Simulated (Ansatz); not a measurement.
# Cu$_{2}$H$_{2}$ (charge +1, doublet): what the fields show

Input

```
crystal:
  periodic: [false, false, false]
  atoms:
    - {symbol: Cu, position_ang: [-0.864366, -0.252829, 0.712096]}
    - {symbol: Cu, position_ang: [0.864190, 0.252958, -0.711501]}
    - {symbol: H, position_ang: [0.089315, 1.085676, 0.492277]}
    - {symbol: H, position_ang: [-0.089139, -1.085805, -0.492862]}
basis:
  gaussian: {orbitals: def2-TZVP, initial_orbitals: start.molden}
total_charge: 1
magnetization: {spin_polarized: true, initial_magnetization: 1}
hamiltonian: {xc: pbe0, dispersion: d4}
output: {orbitals: {seedname: orbitals}}
```

Command:

```sh
ansatz run in.yaml --threads 2 --pin off --events-out ev --progress --plain --max-ram 4352MiB
```

Geometry: r2SCAN-D4/def2-TZVP.

Level of theory: UKS PBE0-D4/def2-TZVP (Ansatz).

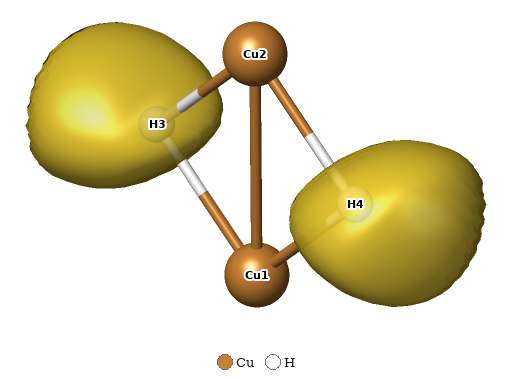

Figure 1. Isosurface of the electron localisation function at 0.9 (yellow), seen at an oblique angle. Only the valence region is drawn (cores and ρ < 0.01 e/Å³ removed).

### Where are the electrons localised?

The surface consists of two regions around hydrogen nuclei. Profiles from the grid: Cu–Cu (2.30 Å): the ELF is about 0.15 at the midpoint. Cu–H (1.66 Å): the ELF climbs to about 1 towards the hydrogen.

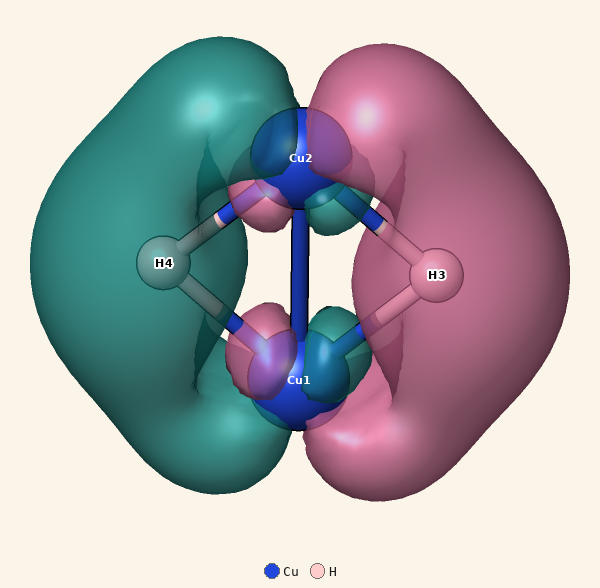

Figure 2. The LUMO (β) at ±0.1 Å⁻³ᐟ² (teal and pink are the two phases), seen at a tilt.

### Where does this orbital lie, and at what energy?

It lies mainly on Cu1 (about 35 %), Cu2 (about 35 %), H3 (about 15 %) and H4 (about 15 %); it is symmetric in the molecular plane (an in-plane orbital: σ, lone-pair or in-plane π type); it is ungerade (odd under inversion). Its energy is −9.29 eV.

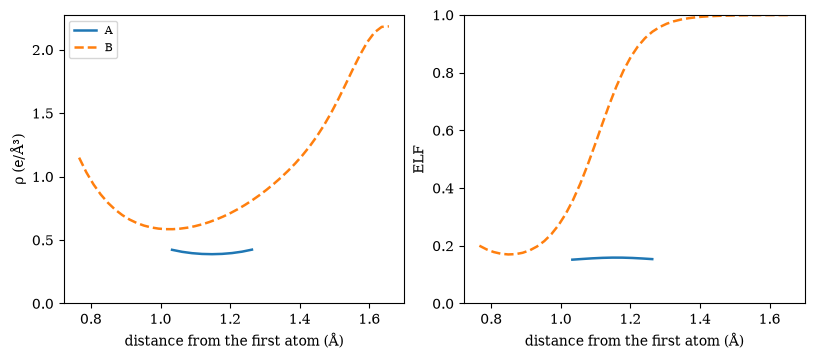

Figure 3. Electron density and electron localisation function along straight lines between neighbouring atoms. The curves leave out the atomic cores.

### Which curve belongs to which contact (Cu–Cu and Cu–H)? The first atom named is at distance zero.

Curve A: Cu–Cu (2.30 Å): ρ is about 0.39 e/Å³ halfway; the ELF is about 0.15 at the midpoint. Curve B: Cu–H (1.66 Å): the density is about 0.86 e/Å³ at the midpoint; the ELF climbs to about 1 towards the hydrogen.
